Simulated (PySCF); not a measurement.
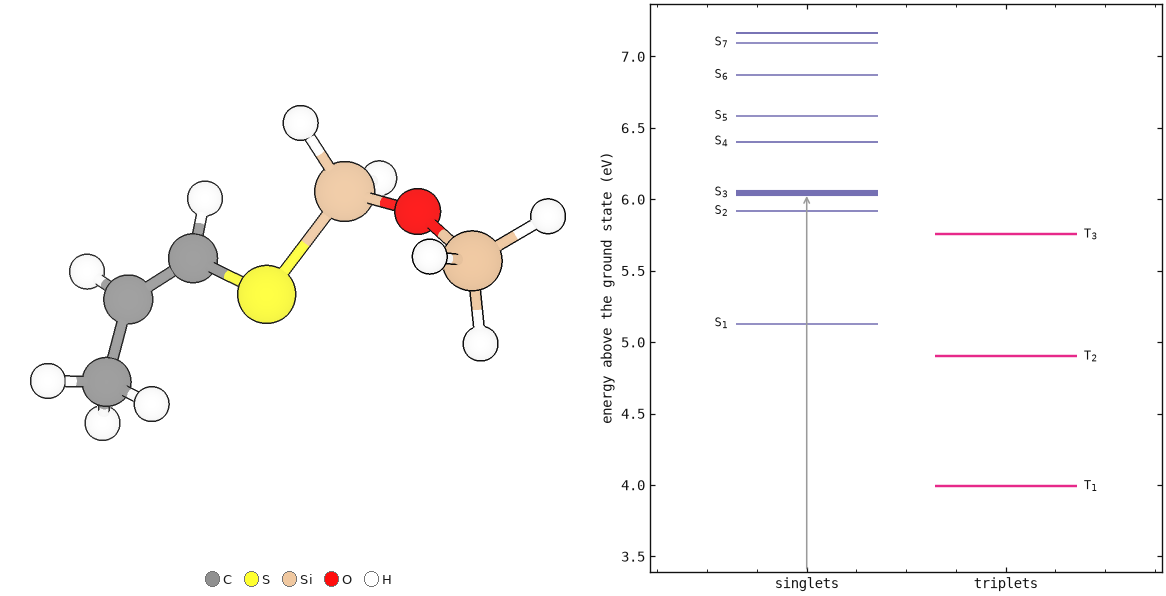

State diagram of C₃H₁₀OSSi₂, SMILES C/C=C\S[SiH2]O[SiH3]. Vertical TDDFT excitations, CAM-B3LYP/def2-SVPD in PySCF, at a GFN2-xTB geometry (no frequency check), gas phase. Triplets in the Tamm-Dancoff approximation; only the lowest 8 singlets and 3 triplets were computed. Thicker singlet lines are brighter; the arrow marks the brightest. S0, at zero, lies below the range drawn.

Question: What character does the calculation give T1?

Answer: Mainly HOMO → LUMO+2 (82 %).

Question: How many of the triplet levels drawn lie below S1?

Answer: 2 of 3 (T1 3.99 eV, T2 4.90 eV, T3 5.75 eV; S1 5.13 eV).

Question: What is the vertical gap between S1 and T1?

Answer: 1.14 eV: S1 at 5.13 eV, T1 at 3.99 eV.

Caveats: the tight-binding geometry is rougher than a DFT one and adds to the error; one conformer of a flexible molecule; core orbitals are frozen in the response.
